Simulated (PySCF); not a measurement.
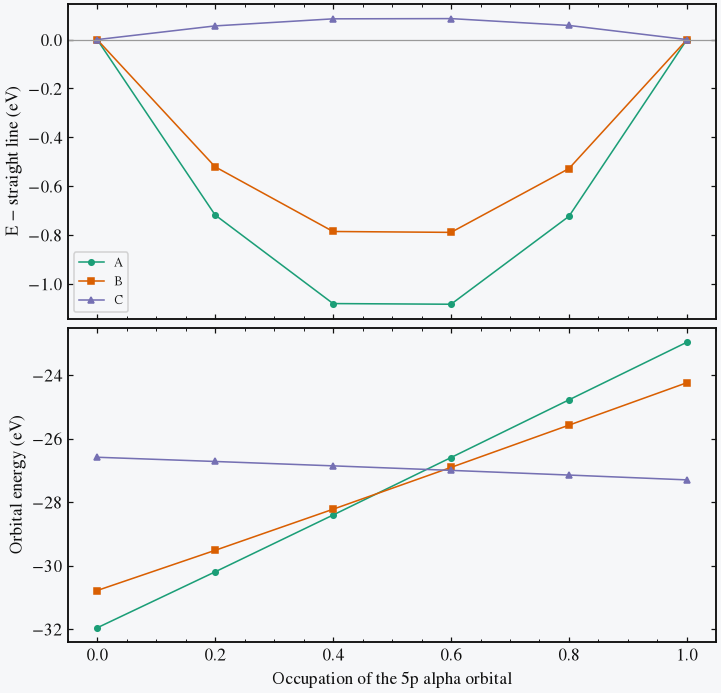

One 5p alpha orbital of Te²⁺ ([Kr] 4d¹⁰ 5s² 5p²) is emptied in steps. The plot gives the energy less the straight line between the integer ends; the lower panel gives the orbital energy. PySCF, aug-cc-pVDZ-PP with a 28-electron core potential, unrestricted single determinants, no spin-orbit coupling. The curves are HF, PBE and PBE0 in some order.

> Which curve is which method, and what does its shape mean?

A is PBE: convex (delocalisation error), largest departure −1.1 eV, removal energy 27.49 eV, orbital energy from −23.0 eV when full to −32.0 eV when empty; B is PBE0: convex (delocalisation error), largest departure −0.79 eV, removal energy 27.55 eV, orbital energy from −24.2 eV when full to −30.8 eV when empty; C is HF: concave (localisation error), largest departure 0.086 eV, removal energy 26.94 eV, orbital energy from −27.3 eV when full to −26.6 eV when empty. The measured removal energy is 27.84 eV. The exact energy is a straight line between whole electron numbers.
